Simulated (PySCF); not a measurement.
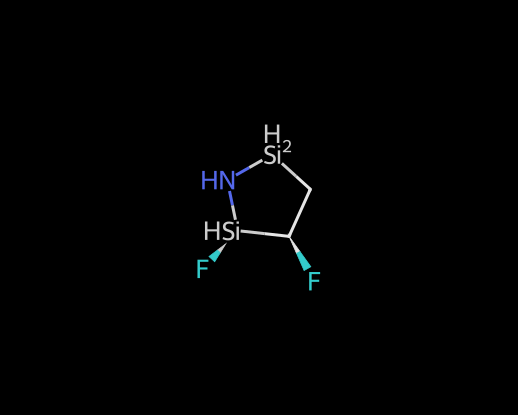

Simulated data, not a measurement (program: PySCF).

A structural formula.

Transcribe the drawing into SMILES.

F[C@@H]1C[SiH2]N[Si@@H]1F

Give the formula, hydrogens included.

C2H7F2NSi2.

An optimisation with PBE0-D3(BJ)/def2-SVP gave a structure of which point group?

C1.
